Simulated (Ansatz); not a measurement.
# Computed scan of one atom of the cell: KTaO3 (cubic perovskite)

Starting cell, KTaO$_{3}$ (cubic perovskite):

```yaml
crystal:
  lattice:
    - [4.02318, 0.00000, 0.00000]
    - [0.00000, 4.02318, 0.00000]
    - [0.00000, 0.00000, 4.02318]
  atoms:
    - { symbol: K, position: [0.00000, 0.00000, 0.00000] }
    - { symbol: Ta, position: [0.50000, 0.50000, 0.50000] }
    - { symbol: O, position: [0.00000, 0.50000, 0.50000] }
    - { symbol: O, position: [0.50000, 0.50000, 0.00000] }
    - { symbol: O, position: [0.50000, 0.00000, 0.50000] }
```

In this cell atom 2 (Ta, nearest neighbour O at 2.012 Å; its periodic images, 4.0 Å or more away, move with it) is moved by s along Cartesian [110], unit vector (0.707, 0.707, 0.000); all other atoms and the cell stay fixed.

The numbers are results of PBE (plane waves to 420 eV, PAW, scalar-relativistic; Ansatz, an electronic-structure program), not measurements. k mesh 7×7×7 (Γ-centred), Fermi-Dirac smearing 0.05 eV. The energy includes the smearing's −TS. Left out: 4 of 11 points, with atoms too close for the PAW data. F∥ is the force on the atom along that direction. KTaO3 is run without spin polarisation. KTaO3 was relaxed with its symmetry unable to fall. Spin-orbit coupling is left out, though Ta is heavy. The PAW data are Ansatz's earlier set. ΔE is measured from the undisplaced structure.

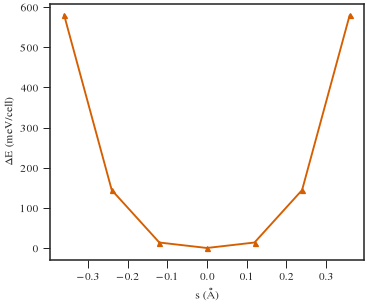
ΔE (meV/cell) against s (Å); markers are the computed points, lines only join them.

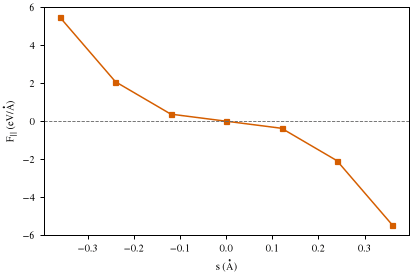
F∥ (eV/Å) against s (Å); computed points joined by lines.

The energy at s = 0.360 Å comes out as 580 meV/cell. The force along the line at s = -0.360 Å is 5.46 eV/Å. Symmetry of the curve: even: the same for both signs. Shape of the curve: a single well with its minimum at or next to zero displacement.

With its periodic images moving along, the atom's site symmetry in this cell is m-3m.

(A displaced cell: forces are minus the slopes of the energy, force constants its curvatures, and phonons follow from these.)
